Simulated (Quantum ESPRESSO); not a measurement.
**MnF2: which magnetic order is lowest**

A self-consistent run ends on one state, which hangs on the start. Several orders of MnF2 are started in Quantum ESPRESSO and their energies compared.

Method: LDA with U = 4 eV on Mn d (ortho-atomic projectors); plane waves with GBRV 1.5 LDA potentials, no spin-orbit coupling, in Quantum ESPRESSO 7.5.

## Step 1: Starting point

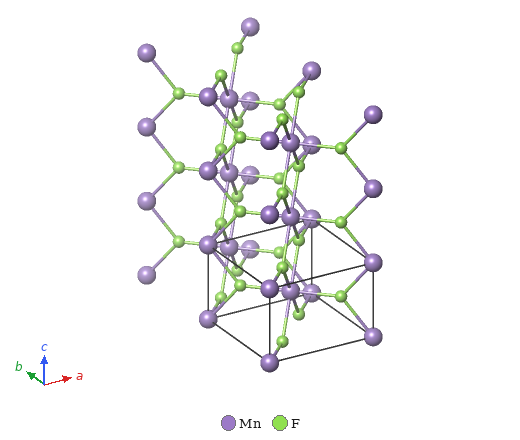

The starting structure, seen from a free direction (manganese light purple, fluorine green). 1×2×3 cells are drawn. Some periodic images of atoms are drawn too.

As a file:

```cif
data_structure
_symmetry_space_group_name_H-M 'P4_2/mnm'
_symmetry_Int_Tables_number 136
_cell_length_a 4.8738
_cell_length_b 4.8738
_cell_length_c 3.3107
_cell_angle_alpha 90.000
_cell_angle_beta 90.000
_cell_angle_gamma 90.000
_cell_volume 78.64
loop_
_atom_site_label
_atom_site_type_symbol
_atom_site_symmetry_multiplicity
_atom_site_Wyckoff_symbol
_atom_site_fract_x
_atom_site_fract_y
_atom_site_fract_z
_atom_site_occupancy
Mn1 Mn 2 a 0.00000 0.00000 0.00000 1
F1 F 4 f 0.30530 0.30530 0.00000 1
```

The cell comes from the Crystallography Open Database.

## Step 2: Run 1 (ferro ++)

The signs are those of the starting moments on the seeded atoms, the atoms that are given a moment.

pw.in

```
&CONTROL
  calculation = 'scf'
  prefix = 'pwscf'
  outdir = './tmp'
  pseudo_dir = './pseudo'
  disk_io = 'nowf'
/
&SYSTEM
  ibrav = 0
  celldm(1) = 8
  nat = 6
  ntyp = 2
  ecutwfc = 40
  ecutrho = 280
  nbnd = 44
  occupations = 'smearing'
  smearing = 'fd'
  degauss = 0.00367493
  nspin = 2
  starting_magnetization(1) = 0.3
  starting_magnetization(2) = 0
/
&ELECTRONS
  conv_thr = 1.2d-08
  electron_maxstep = 150
  mixing_beta = 0.3
/
ATOMIC_SPECIES
Mn     54.9380 mn_lda_v1.5.uspp.F.UPF
F      18.9984 f_lda_v1.4.uspp.F.UPF
CELL_PARAMETERS alat
   1.1512683982751    0.0000000000000    0.0000000000000
   0.0000000000000    1.1512683982751    0.0000000000000
   0.0000000000000    0.0000000000000    0.7820395350998
ATOMIC_POSITIONS crystal
Mn      0.0000000000    0.0000000000    0.0000000000
Mn      0.5000000000    0.5000000000    0.5000000000
F       0.3053000000    0.3053000000    0.0000000000
F       0.1947000000    0.8053000000    0.5000000000
F       0.6947000000    0.6947000000    0.0000000000
F       0.8053000000    0.1947000000    0.5000000000
K_POINTS automatic
6 6 6 0 0 0
HUBBARD {ortho-atomic}
U Mn-3d 4.0000
```

Launch:

```
$ OMP_NUM_THREADS=1 mpirun -n 4 pw.x -nk 4 -in pw.in > pw.out
```

The log of the run:

```text
Program PWSCF v.7.5 starts

     Message from routine setup:
     using ibrav=0 with symmetry is DISCOURAGED, use correct ibrav instead

     K-points division:     npool     =       4
     Subspace diagonalization in iterative solution of the eigenvalue problem:

     G-vector sticks info
     --------------------
     sticks:   dense  smooth     PW     G-vecs:    dense   smooth      PW
     Sum        1893    1085    333                42069    18157    3081

     Using Slab Decomposition

     bravais-lattice index     =            0
     lattice parameter (alat)  =       8.0000  a.u.
     unit-cell volume          =     530.7034 (a.u.)^3
     number of atoms/cell      =            6
     number of atomic types    =            2
     number of electrons       =        58.00
     number of Kohn-Sham states=           44
     kinetic-energy cutoff     =      40.0000  Ry
     charge density cutoff     =     280.0000  Ry
     scf convergence threshold =      1.2E-08
     mixing beta               =       0.3000
     number of iterations used =            8  plain     mixing
     Exchange-correlation=  SLA  PZ   NOGX NOGC
                           (   1   1   0   0   0   0   0)
     Hubbard projectors: ortho-atomic
     Hubbard parameters of DFT+U (Dudarev formulation) in eV:
     U(Mn-3d) =  4.0000

     Internal variables: lda_plus_u =T, lda_plus_u_kind = 0

     Internal variables: orbital_resolved =F, hub_pot_fix =F, apply_U = F

     celldm(1)=   8.000000  celldm(2)=   0.000000  celldm(3)=   0.000000
     celldm(4)=   0.000000  celldm(5)=   0.000000  celldm(6)=   0.000000

     crystal axes: (cart. coord. in units of alat)
               a(1) = (   1.151268   0.000000   0.000000 )
               a(2) = (   0.000000   1.151268   0.000000 )
               a(3) = (   0.000000   0.000000   0.782040 )

     reciprocal axes: (cart. coord. in units 2 pi/alat)
               b(1) = (  0.868607  0.000000  0.000000 )
               b(2) = (  0.000000  0.868607  0.000000 )
               b(3) = (  0.000000  0.000000  1.278708 )

     PseudoPot. # 1 for Mn read from file:
     mn_lda_v1.5.uspp.F.UPF
     Pseudo is Ultrasoft + core correction, Zval = 15.0
     Generated by new atomic code, or converted to UPF format
     Using radial grid of  859 points,  6 beta functions with:
                l(1) =   0
                l(2) =   0
                l(3) =   1
                l(4) =   1
                l(5) =   2
                l(6) =   2
     Q(r) pseudized with  8 coefficients,  rinner =    0.950   0.950   0.950
                                                       0.950   0.950

     PseudoPot. # 2 for F  read from file:
     f_lda_v1.4.uspp.F.UPF
     Pseudo is Ultrasoft, Zval =  7.0
     Generated by new atomic code, or converted to UPF format
     Using radial grid of  799 points,  4 beta functions with:
                l(1) =   0
                l(2) =   0
                l(3) =   1
                l(4) =   1
     Q(r) pseudized with  8 coefficients,  rinner =    0.950   0.950   0.950

     atomic species   valence    mass     pseudopotential
     Mn               15.00    54.93800     Mn( 1.00)
     F                 7.00    18.99840     F ( 1.00)

     Starting magnetic structure
     atomic species   magnetization
     Mn              0.300
     F               0.000

     16 Sym. Ops., with inversion, found ( 8 have fractional translation)

   Cartesian axes

     site n.     atom                  positions (alat units)
         1        Mn     tau(   1) = (   0.0000000   0.0000000   0.0000000  )
         2        Mn     tau(   2) = (   0.5756342   0.5756342   0.3910198  )
         3        F      tau(   3) = (   0.3514822   0.3514822   0.0000000  )
         4        F      tau(   4) = (   0.2241520   0.9271164   0.3910198  )
         5        F      tau(   5) = (   0.7997862   0.7997862   0.0000000  )
         6        F      tau(   6) = (   0.9271164   0.2241520   0.3910198  )

     number of k points=    40  Fermi-Dirac smearing, width (Ry)=  0.0037
                       cart. coord. in units 2pi/alat
        k(    1) = (   0.0000000   0.0000000   0.0000000), wk =   0.0046296
        k(    2) = (   0.0000000   0.0000000   0.2131180), wk =   0.0092593
        k(    3) = (   0.0000000   0.0000000   0.4262359), wk =   0.0092593
        k(    4) = (   0.0000000   0.0000000  -0.6393539), wk =   0.0046296
        k(    5) = (   0.0000000   0.1447679   0.0000000), wk =   0.0185185
        [... 35 further k-points ...]

     Dense  grid:    42069 G-vectors     FFT dimensions: (  50,  50,  36)

     Smooth grid:    18157 G-vectors     FFT dimensions: (  40,  40,  30)

     Check: negative core charge=   -0.000039
     Generating pointlists ...
     new r_m :   0.2050 (alat units)  1.6403 (a.u.) for type    1
     new r_m :   0.2050 (alat units)  1.6403 (a.u.) for type    2

     Initial potential from superposition of free atoms

     starting charge      56.9999, renormalised to      58.0000

     STARTING HUBBARD OCCUPATIONS:

     =================== HUBBARD OCCUPATIONS ===================
     ------------------------ ATOM    1 ------------------------
     Tr[ns(  1)] (up, down, total) =   5.00000  0.00000  5.00000
     Atomic magnetic moment for atom   1 =   5.00000
     [... lines left out ...]
     ------------------------ ATOM    2 ------------------------
     Tr[ns(  2)] (up, down, total) =   5.00000  0.00000  5.00000
     Atomic magnetic moment for atom   2 =   5.00000
     [... lines left out ...]
     Number of occupied Hubbard levels =   10.0000

     Atomic wfc used for Hubbard projectors are orthogonalized

     Starting wfcs are   42 randomized atomic wfcs +    2 random wfcs

     Self-consistent Calculation

     iteration #  1     ecut=    40.00 Ry     beta= 0.30
     Davidson diagonalization with overlap
     ethr =  1.00E-02,  avg # of iterations =  5.0

     =================== HUBBARD OCCUPATIONS ===================
     ------------------------ ATOM    1 ------------------------
     Tr[ns(  1)] (up, down, total) =   4.97166  0.13840  5.11006
     Atomic magnetic moment for atom   1 =   4.83326
     [... lines left out ...]
     ------------------------ ATOM    2 ------------------------
     Tr[ns(  2)] (up, down, total) =   4.97166  0.13840  5.11006
     Atomic magnetic moment for atom   2 =   4.83326
     [... lines left out ...]
     Number of occupied Hubbard levels =   10.2201

     Threshold (ethr) on eigenvalues was too large:
     Diagonalizing with lowered threshold

     Davidson diagonalization with overlap
     ethr =  7.39E-04,  avg # of iterations =  1.1

     total energy              =    -616.74968800 Ry
     estimated scf accuracy    <       0.43584512 Ry

     total magnetization       =    10.00 Bohr mag/cell
     absolute magnetization    =    10.00 Bohr mag/cell

     iteration #  2     ecut=    40.00 Ry     beta= 0.30
     Davidson diagonalization with overlap
     ethr =  7.51E-04,  avg # of iterations =  1.6

     total energy              =    -616.81166315 Ry
     estimated scf accuracy    <       0.05292967 Ry

     total magnetization       =    10.00 Bohr mag/cell
     absolute magnetization    =    10.00 Bohr mag/cell

     iteration #  3     ecut=    40.00 Ry     beta= 0.30
     Davidson diagonalization with overlap
     ethr =  9.13E-05,  avg # of iterations =  2.4

     negative rho (up, down):  0.000E+00 7.577E-04

     total energy              =    -616.81847446 Ry
     estimated scf accuracy    <       0.02088587 Ry

     total magnetization       =    10.00 Bohr mag/cell
     absolute magnetization    =    10.00 Bohr mag/cell

     [... further iterations left out ...]

     iteration #  8     ecut=    40.00 Ry     beta= 0.30
     Davidson diagonalization with overlap
     ethr =  5.80E-10,  avg # of iterations =  2.5

     negative rho (up, down):  0.000E+00 1.321E-03

     total energy              =    -616.81979222 Ry
     estimated scf accuracy    <       0.00000120 Ry

     total magnetization       =    10.00 Bohr mag/cell
     absolute magnetization    =    10.00 Bohr mag/cell

     iteration #  9     ecut=    40.00 Ry     beta= 0.30
     Davidson diagonalization with overlap
     ethr =  5.80E-10,  avg # of iterations =  2.5

     negative rho (up, down):  0.000E+00 1.320E-03

     total energy              =    -616.81979264 Ry
     estimated scf accuracy    <       0.00000020 Ry

     total magnetization       =    10.00 Bohr mag/cell
     absolute magnetization    =    10.00 Bohr mag/cell

     iteration # 10     ecut=    40.00 Ry     beta= 0.30
     Davidson diagonalization with overlap
     ethr =  3.52E-10,  avg # of iterations =  1.5

     negative rho (up, down):  0.000E+00 1.320E-03

     total energy              =    -616.81979264 Ry
     estimated scf accuracy    <       0.00000003 Ry

     total magnetization       =    10.00 Bohr mag/cell
     absolute magnetization    =    10.00 Bohr mag/cell

     iteration # 11     ecut=    40.00 Ry     beta= 0.30
     Davidson diagonalization with overlap
     ethr =  5.13E-11,  avg # of iterations =  2.4

     negative rho (up, down):  0.000E+00 1.320E-03

     Magnetic moment per site  (integrated on atomic sphere of radius R)
     atom   1 (R=0.205)  charge= 12.3228  magn=  4.2237
     atom   2 (R=0.205)  charge= 12.3228  magn=  4.2237
     atom   3 (R=0.205)  charge=  6.6887  magn=  0.0776
     atom   4 (R=0.205)  charge=  6.6887  magn=  0.0776
     atom   5 (R=0.205)  charge=  6.6887  magn=  0.0776
     atom   6 (R=0.205)  charge=  6.6887  magn=  0.0776

     End of self-consistent calculation

     =================== HUBBARD OCCUPATIONS ===================
     ------------------------ ATOM    1 ------------------------
     Tr[ns(  1)] (up, down, total) =   4.98748  0.20218  5.18966
     Atomic magnetic moment for atom   1 =   4.78529
     [... lines left out ...]
     ------------------------ ATOM    2 ------------------------
     Tr[ns(  2)] (up, down, total) =   4.98748  0.20218  5.18966
     Atomic magnetic moment for atom   2 =   4.78529
     [... lines left out ...]
     Number of occupied Hubbard levels =   10.3793

     [... lines left out ...]
     the Fermi energy is     6.7238 ev

!    total energy              =    -616.81979265 Ry
     estimated scf accuracy    <          5.4E-10 Ry
     smearing contrib. (-TS)   =      -0.00000000 Ry
     internal energy E=F+TS    =    -616.81979265 Ry

     The total energy is F=E-TS. E is the sum of the following terms:
     one-electron contribution =    -375.00940074 Ry
     hartree contribution      =     211.80559542 Ry
     xc contribution           =     -89.48945861 Ry
     ewald contribution        =    -364.18633894 Ry
     Hubbard energy            =       0.05981021 Ry

     total magnetization       =    10.00 Bohr mag/cell
     absolute magnetization    =    10.00 Bohr mag/cell

     convergence has been achieved in  11 iterations

=------------------------------------------------------------------------------=
   JOB DONE.
=------------------------------------------------------------------------------=
```

Run time: 32 s. Hardware: 4 MPI ranks of Intel Xeon 6975P-C (Granite Rapids), shared host; peak memory 0.59 GiB; 2.1 min of CPU time.

Spin moment in the atom's sphere by atom:

| atom | spin moment in the atom's sphere (μB) |
| --- | --- |
| Mn1 | 4.22 |
| Mn2 | 4.22 |
| F3 | 0.08 |
| F4 | 0.08 |
| F5 | 0.08 |
| F6 | 0.08 |

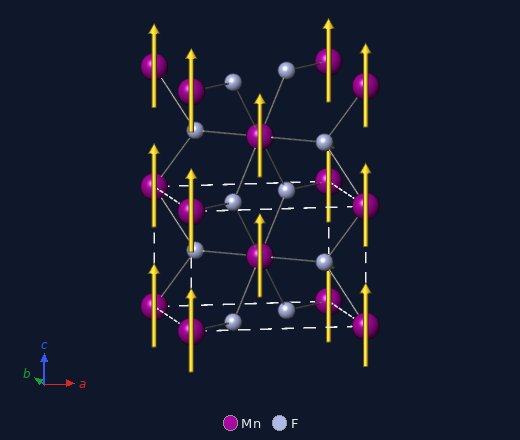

Spin moment in the atom's sphere as arrows, the longest 4.22 μB. Up and down stand for the sign. Arrows give size and sign along the axis of quantisation, drawn up and down the page. 1×1×2 cells are drawn. Some periodic images of atoms are drawn too.

Read from the output:

* smearing term TS: 7.70e-12 eV
* magnetization: 10 μB
* absolute magnetization: 10 μB
* final state: ferromagnetic

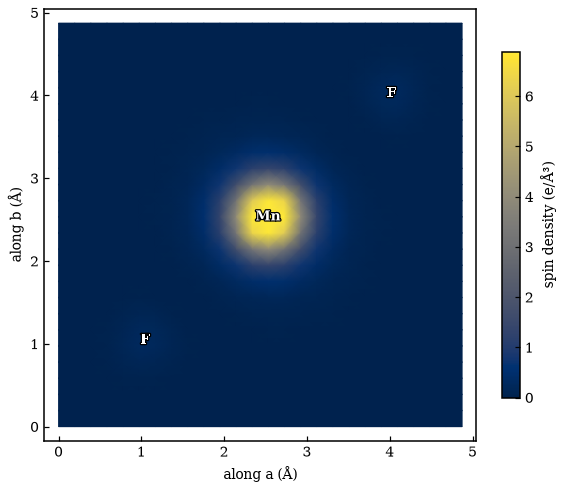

Spin density in the ab plane at fractional z = 0.000, with atoms of Mn and F within 0.2 Å of it. The map starts off the cell's origin, so that atoms lie inside it.

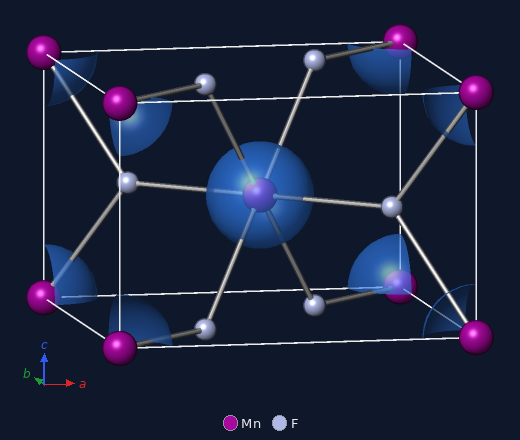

Surface of spin density = 0.67 e/Å³, which holds about 70 % of the integral of its size.

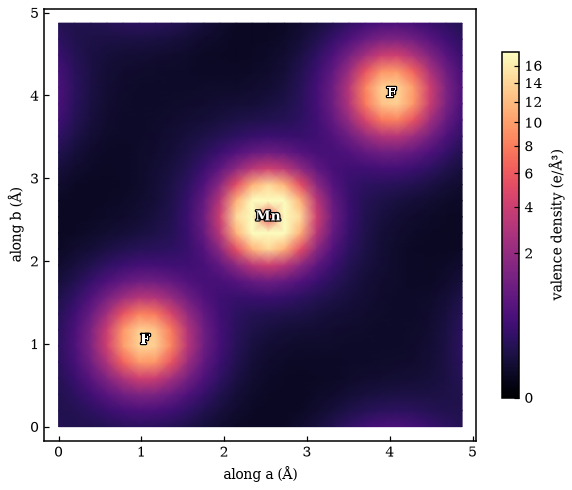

Valence density in the ab plane at fractional z = 0.000, with atoms of Mn and F within 0.2 Å of it. It is the smooth field of the valence electrons, not physical close to the nuclei. The map starts off the cell's origin, so that atoms lie inside it. The colour scale is stretched toward low values.

(Continued in part 2 of 2.)

[Logs and program files are shortened in this print: banners, set-up blocks, solver, clock and traceback lines can be left out without a mark of their own.]

[Logs are printed without paths, hosts, clocks, repeated set-up lines and the standing remarks that a program may print on its own settings, such as how far it seeks lower states.]

[Hosts, paths, dates, database ids (printed as entryN), source tags and the programs' standing remarks are cut or masked in the printed files.]

[Where a cell is said to come from a database of computed structures, the database is the Materials Project.]
